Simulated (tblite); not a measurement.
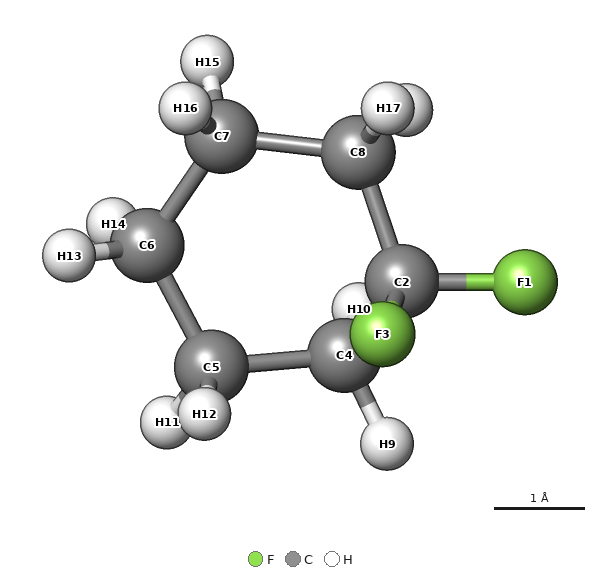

Fig. 1: The input geometry (ball-and-stick view, seen at a tilt; atoms are numbered from 1 in the order of the input). Bond lengths as drawn: C–C 1.52 to 1.55 Å, C–F 1.37 Å and C–H 1.09 Å.

## Saddle-point search of C₆H₁₀F₂

The run: saddle-point search of C₆H₁₀F₂. Method and program: GFN2-xTB saddle search (eigenvector following) and harmonic vibrations, gas phase (tblite 0.8.0).

### The input
```
{"job": {"xc": "GFN2-xTB", "basis": "xTB", "kind": "saddle"}, "charge": 0, "multiplicity": 1}
F      2.609541    -0.520612     0.628567
C      1.400055    -0.309790     0.015440
F      1.672317    -0.489393    -1.311773
C      0.915342     1.106155     0.269951
C     -0.302662     1.333698    -0.612550
C     -1.447405     0.356268    -0.320615
C     -1.066210    -1.057030     0.178449
C      0.408487    -1.343189     0.518203
H      1.707952     1.815481     0.025524
H      0.669012     1.202118     1.327717
H     -0.665001     2.354662    -0.491023
H      0.016578     1.220403    -1.651074
H     -2.057261     0.260686    -1.217440
H     -2.081338     0.814245     0.443773
H     -1.667828    -1.294191     1.054627
H     -1.355977    -1.767935    -0.598388
H      0.701578    -2.322877     0.137963
H      0.542820    -1.358698     1.602648
```

The first line tells a small driver script what to run in tblite; the rest is the geometry in Å.

Run on 1 CPU thread, shared host.

Run as:
```bash
OMP_NUM_THREADS=1 python <driver script> task.json out
```

### What the program printed
```
step      E/eV     max force
  0    -746.47049   0.5529
  1    -746.46023   0.1588
  2    -746.44587   0.1858
  3    -746.44021   0.2047
  4    -746.44425   0.2241
  5    -746.45827   0.1911
  6    -746.47003   0.0863
  7    -746.47944   0.1447
  8    -746.48945   0.1076
  9    -746.49719   0.1341
 10    -746.50304   0.2529
 11    -746.50135   0.0184
 12    -746.50488   0.0354
 13    -746.50809   0.0400
 14    -746.51095   0.0403
 15    -746.51356   0.0374
 16    -746.51696   0.0413
 17    -746.52001   0.0780
 18    -746.51835   0.0112
 19    -746.52016   0.0241
 20    -746.52200   0.0266
 21    -746.52390   0.0151
 22    -746.52653   0.0408
 23    -746.52497   0.0102
 24    -746.52649   0.0163
 25    -746.52805   0.0175
 26    -746.52966   0.0120
 27    -746.53193   0.0253
 28    -746.53428   0.0267
 29    -746.53667   0.0230
 30    -746.53996   0.0342
 31    -746.54335   0.0219
 32    -746.54735   0.0644
 33    -746.54519   0.0118
 34    -746.54757   0.0233
 35    -746.54982   0.0265
 36    -746.55191   0.0155
 37    -746.55424   0.0428
 38    -746.55297   0.0081
 39    -746.55430   0.0157
 40    -746.55547   0.0182
 41    -746.55649   0.0099
 42    -746.55758   0.0285
 43    -746.55699   0.0051
 44    -746.55759   0.0103
 45    -746.55810   0.0114
 46    -746.55852   0.0066
 47    -746.55894   0.0181
 48    -746.55923   0.0208
 49    -746.55941   0.0200
 50    -746.55950   0.0086
 51    -746.55955   0.0079
 52    -746.55957   0.0030
lowest wavenumbers (cm-1): -102.8 29.1 296.2 336.9 352.0 406.2
```

### Trajectory as extended XYZ (Å, eV, eV/Å), 6 of the 12 frames kept, from step=0 to step=52
```
18
Properties=species:S:1:pos:R:3:forces:R:3 step=0 energy=-746.47049
F     2.6095   -0.5206    0.6286    0.0010   0.0040   0.0240
C     1.4001   -0.3098    0.0154    0.0100   0.0020  -0.0010
F     1.6723   -0.4894   -1.3118    0.0110  -0.0040  -0.0050
C     0.9153    1.1062    0.2700   -0.0110  -0.0080   0.0000
C    -0.3027    1.3337   -0.6125    0.0000  -0.0960  -0.2780
C    -1.4474    0.3563   -0.3206   -0.0420   0.1630   0.5220
C    -1.0662   -1.0570    0.1784    0.0780  -0.1740  -0.5190
C     0.4085   -1.3432    0.5182   -0.0380   0.0930   0.2780
H     1.7080    1.8155    0.0255   -0.0090  -0.0230  -0.0120
H     0.6690    1.2021    1.3277    0.0070   0.0070   0.0070
H    -0.6650    2.3547   -0.4910    0.0040   0.0070   0.0000
H     0.0166    1.2204   -1.6511   -0.0040   0.0070  -0.0110
H    -2.0573    0.2607   -1.2174   -0.0070   0.0100  -0.0040
H    -2.0813    0.8142    0.4438    0.0080  -0.0020   0.0020
H    -1.6678   -1.2942    1.0546    0.0000   0.0000   0.0030
H    -1.3560   -1.7679   -0.5984   -0.0140   0.0120  -0.0030
H     0.7016   -2.3229    0.1380    0.0010   0.0230  -0.0110
H     0.5428   -1.3587    1.6026    0.0050  -0.0200   0.0070
18
Properties=species:S:1:pos:R:3:forces:R:3 step=9 energy=-746.49719
F     2.4109   -0.3966    1.1294   -0.1060   0.0130  -0.0810
C     1.4331   -0.2459    0.1742    0.0610  -0.0410  -0.0100
F     2.1191   -0.3786   -1.0125   -0.0430   0.0030   0.1270
C     0.8533    1.1541    0.2391    0.0170  -0.0250  -0.0140
C    -0.3044    1.2180   -0.7482   -0.0200   0.0060  -0.0180
C    -1.4706    0.3993   -0.2066   -0.0340   0.0480  -0.0180
C    -1.0833   -1.0228    0.2464    0.0290   0.0150   0.0010
C     0.4167   -1.3854    0.2983    0.0830  -0.0440   0.0060
H     1.6414    1.8650   -0.0141   -0.0020  -0.0010  -0.0020
H     0.5139    1.3499    1.2574    0.0050  -0.0010  -0.0200
H    -0.6208    2.2527   -0.8932    0.0090  -0.0390   0.0010
H     0.0270    0.8281   -1.7141   -0.0160   0.0120   0.0430
H    -2.2487    0.3356   -0.9709    0.0320   0.0140   0.0550
H    -1.8974    0.9400    0.6435    0.0400  -0.0270  -0.0490
H    -1.5041   -1.1830    1.2380   -0.0180  -0.0120   0.0450
H    -1.5645   -1.7434   -0.4127   -0.0180  -0.0330  -0.0310
H     0.6518   -2.0963   -0.5001   -0.0150   0.0730   0.0640
H     0.6266   -1.8906    1.2462   -0.0060   0.0410  -0.0990
18
Properties=species:S:1:pos:R:3:forces:R:3 step=18 energy=-746.51835
F     2.2271   -0.3230    1.3625   -0.0090   0.0030   0.0020
C     1.4266   -0.2311    0.2517    0.0030   0.0010   0.0020
F     2.3017   -0.4269   -0.7904    0.0020  -0.0010   0.0110
C     0.8667    1.1776    0.1519    0.0020   0.0000  -0.0020
C    -0.3359    1.1808   -0.7803   -0.0010  -0.0010   0.0000
C    -1.4646    0.4158   -0.1041   -0.0010   0.0000   0.0030
C    -1.0912   -1.0443    0.1969   -0.0020  -0.0010  -0.0010
C     0.4140   -1.3820    0.2553    0.0010   0.0000  -0.0010
H     1.6621    1.8334   -0.2063   -0.0010  -0.0030  -0.0050
H     0.5741    1.5019    1.1522    0.0030   0.0040  -0.0060
H    -0.6489    2.2062   -0.9798   -0.0010  -0.0010  -0.0010
H    -0.0669    0.7155   -1.7303   -0.0030  -0.0020   0.0000
H    -2.3567    0.4343   -0.7317    0.0000   0.0020   0.0080
H    -1.7116    0.9316    0.8265    0.0060  -0.0030   0.0020
H    -1.5513   -1.3252    1.1450    0.0000  -0.0030  -0.0050
H    -1.5346   -1.6836   -0.5675    0.0020   0.0040  -0.0020
H     0.6730   -2.0073   -0.6012    0.0010   0.0020  -0.0020
H     0.6162   -1.9737    1.1497    0.0000  -0.0020  -0.0030
18
Properties=species:S:1:pos:R:3:forces:R:3 step=33 energy=-746.54519
F     1.9216   -0.1852    1.6146   -0.0080   0.0030   0.0000
C     1.3956   -0.2140    0.3459    0.0020   0.0020   0.0020
F     2.4850   -0.5122   -0.4384   -0.0010   0.0000   0.0100
C     0.9045    1.1894   -0.0062    0.0030   0.0020  -0.0020
C    -0.4057    1.1701   -0.7792   -0.0010   0.0000   0.0020
C    -1.4353    0.4119    0.0468   -0.0010  -0.0020   0.0040
C    -1.0896   -1.0750    0.0777   -0.0030  -0.0020  -0.0030
C     0.4112   -1.3870    0.2423   -0.0010  -0.0010   0.0000
H     1.6931    1.6916   -0.5694   -0.0030  -0.0070  -0.0050
H     0.7635    1.7305    0.9323    0.0060   0.0020  -0.0100
H    -0.7314    2.1956   -0.9572   -0.0020   0.0000   0.0020
H    -0.2691    0.6835   -1.7467   -0.0050   0.0010   0.0010
H    -2.4341    0.5348   -0.3746    0.0020   0.0010   0.0080
H    -1.4483    0.8198    1.0598    0.0050  -0.0050   0.0000
H    -1.6475   -1.5531    0.8838    0.0010  -0.0020  -0.0110
H    -1.4294   -1.5233   -0.8579    0.0050   0.0070   0.0000
H     0.7472   -1.9822   -0.6086    0.0010   0.0000   0.0020
H     0.5687   -1.9951    1.1349   -0.0020   0.0010   0.0000
18
Properties=species:S:1:pos:R:3:forces:R:3 step=42 energy=-746.55758
F     1.7618   -0.0876    1.6954   -0.0050   0.0010  -0.0130
C     1.3716   -0.2061    0.3817    0.0070   0.0050   0.0030
F     2.5380   -0.5502   -0.2594   -0.0100   0.0060   0.0090
C     0.9282    1.1767   -0.1083    0.0100   0.0120   0.0010
C    -0.4559    1.1940   -0.7451    0.0050   0.0030   0.0010
C    -1.4147    0.3896    0.1225   -0.0020  -0.0060   0.0010
C    -1.0716   -1.0882   -0.0173   -0.0080  -0.0070  -0.0030
C     0.4074   -1.3959    0.2720   -0.0030  -0.0070  -0.0010
H     1.6828    1.5449   -0.8067   -0.0180  -0.0110   0.0140
H     0.9315    1.8362    0.7635    0.0030  -0.0150  -0.0240
H    -0.7872    2.2289   -0.8404    0.0030  -0.0060   0.0030
H    -0.4196    0.7586   -1.7461   -0.0020   0.0060   0.0110
H    -2.4466    0.5518   -0.1920    0.0060  -0.0020   0.0040
H    -1.3227    0.7065    1.1634    0.0010  -0.0040  -0.0090
H    -1.6984   -1.6795    0.6521    0.0130   0.0110  -0.0160
H    -1.3073   -1.3948   -1.0392    0.0060   0.0070   0.0200
H     0.8047   -2.0449   -0.5106   -0.0030   0.0040   0.0080
H     0.4979   -1.9402    1.2143   -0.0030   0.0040  -0.0080
18
Properties=species:S:1:pos:R:3:forces:R:3 step=52 energy=-746.55957
F     1.6907   -0.0179    1.7188    0.0000   0.0000  -0.0010
C     1.3596   -0.2039    0.3963    0.0000   0.0000   0.0000
F     2.5542   -0.5722   -0.1738    0.0000   0.0000   0.0000
C     0.9424    1.1556   -0.1792    0.0010   0.0020   0.0000
C    -0.4912    1.2268   -0.7006    0.0010   0.0010  -0.0010
C    -1.4084    0.3640    0.1553    0.0000   0.0000   0.0000
C    -1.0460   -1.0949   -0.0869    0.0000  -0.0010   0.0000
C     0.4025   -1.4011    0.3132    0.0000  -0.0010   0.0000
H     1.6485    1.4126   -0.9706   -0.0020  -0.0010   0.0020
H     1.0727    1.8818    0.6262    0.0000  -0.0020  -0.0020
H    -0.8161    2.2679   -0.6934    0.0010  -0.0020   0.0000
H    -0.5346    0.8722   -1.7326    0.0000   0.0010   0.0020
H    -2.4509    0.5340   -0.1168    0.0000   0.0000   0.0000
H    -1.2841    0.6170    1.2099    0.0000   0.0000  -0.0010
H    -1.7145   -1.7510    0.4717    0.0010   0.0010  -0.0010
H    -1.1870   -1.3103   -1.1483    0.0000   0.0000   0.0020
H     0.8393   -2.1127   -0.3893   -0.0010   0.0010   0.0010
H     0.4230   -1.8680    1.3002    0.0000   0.0010  -0.0020
```

### Results in brief

- outcome: converged
- total energy: −746.5596 eV
- point group: C1
- wall time: 17 s
- peak memory: 0.2 GiB
